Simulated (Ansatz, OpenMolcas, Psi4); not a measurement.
## SiCl (SMILES [Si]Cl): methods side by side

SiCl: 2 atoms, total charge 0, spin state doublet. SMILES: `[Si]Cl`. The shape is that of a PBE0-D4/def2-TZVP optimisation.

```jsonl
{"atom": "Si", "x (Å)": "0.8818", "y (Å)": "-0.2937", "z (Å)": "0.4521"}
{"atom": "Cl", "x (Å)": "-0.8818", "y (Å)": "0.2937", "z (Å)": "-0.4521"}
```

Quantity: the electronic atomisation energy, in eV. The values are calculated. Electronic energies at fixed atoms, without zero-point motion or spin-orbit coupling.

```tsv
level	kind	program	value (eV)	CPU time (all runs)
USVWN5/aug-cc-pVTZ	LDA	OpenMolcas	5.17	45 s
UBHLYP/aug-cc-pVTZ	global hybrid	Ansatz	4.13	6.8 s
UM06-2X/aug-cc-pVTZ	hybrid meta-GGA	OpenMolcas	4.53	3.3 min
UPBE0/aug-cc-pVTZ	global hybrid	OpenMolcas	4.41	50 s
UTPSSh/aug-cc-pVTZ	hybrid meta-GGA	Psi4	4.40	47 s
U-wB97X/aug-cc-pVTZ	range-separated hybrid	Ansatz	4.42	25 s
UHSE06/aug-cc-pVTZ	range-separated hybrid	Psi4	4.39	2.1 min
RPA@PBE/aug-cc-pVTZ	RPA	Ansatz	3.81	10 s
```

The values span 3.81 to 5.17 eV. CPU times are rough (shared hosts, several kinds of processor and program).

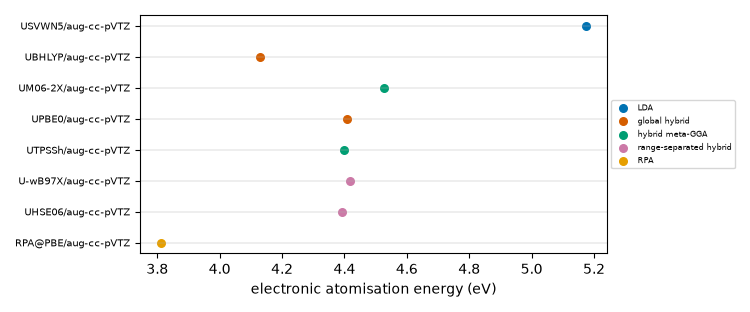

The values of the table, level by level.
